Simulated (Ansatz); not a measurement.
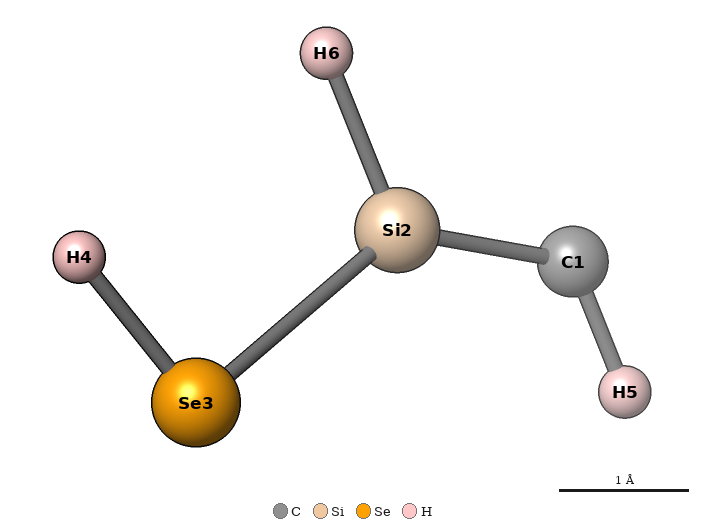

Orthographic view. Atoms fade into the background with distance from the viewer. The species has charge −1 and is a spin singlet. The geometry was computed by an optimisation with PBE-D4/def2-SVPD. No frequency run is at hand to confirm it as a minimum.

Give the geometry as a Z-matrix, atoms in numerical order, with these reference atoms: 2 to 1; 3 to 2, 1; 4 to 3, 2, 1; 5 to 1, 2, 3; 6 to 2, 1, 5.

```
C  
Si   1   1.706
Se   2   2.475   1   138.4
H    3   1.490   2    95.2   1  -173.7
H    1   1.113   2   121.6   3     1.5
H    2   1.511   1   121.7   5   180.0
```
